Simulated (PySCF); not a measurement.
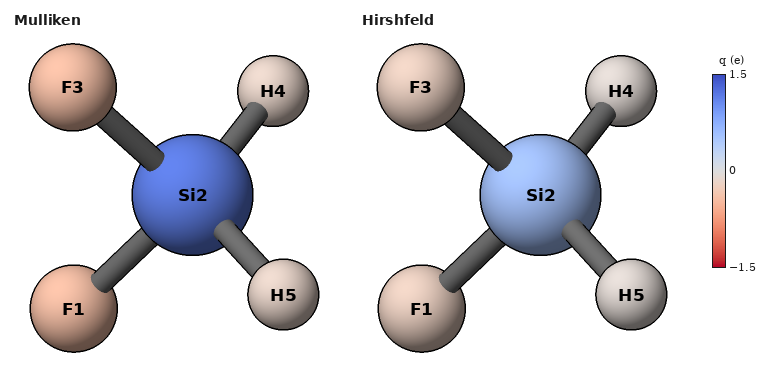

Atomic charges of one calculation by 2 schemes, on one colour scale. The geometry was computed by an optimisation with GFN2-xTB. No frequency run is at hand to confirm it as a minimum. Computed with PBE0/pcSseg-1 (PySCF 2.14.0).

> Which scheme gives the most polar picture (largest mean size of the charges)?

The Mulliken charges are the largest in size here.

List the charges (e), one line for each set of equivalent atoms.

| atom | Mulliken | Hirshfeld |
| --- | --- | --- |
| F1, F3 | −0.42 | −0.20 |
| Si2 | 1.13 | 0.53 |
| H4, H5 | −0.14 | −0.06 |

The geometry is semi-empirical. Around Si such bond lengths and angles can be off by a tenth of an ångström or more and by several degrees, and values that hang on the shape move with them.
